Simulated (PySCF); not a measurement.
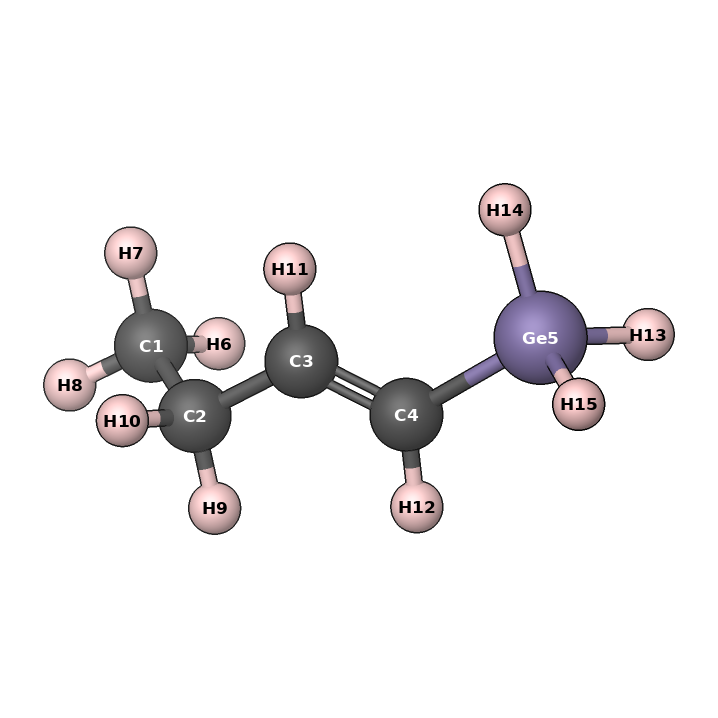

The computed structure is the end point of a PBE0-D3(BJ)/def2-SVP optimisation. No frequency run is at hand to confirm it as a minimum. Level of theory: delta-SCF UKS SCAN, pcX-2 on the ionised atom, pcseg-1 elsewhere, spin-free X2C (PySCF 2.14.0).

Give the core-electron binding energies (to vacuum) of C1 1s, C2 1s, C3 1s, C4 1s.

```
atom  level  binding energy (eV)
  C1     1s                290.6
  C2     1s                290.7
  C3     1s                290.3
  C4     1s                289.8
```
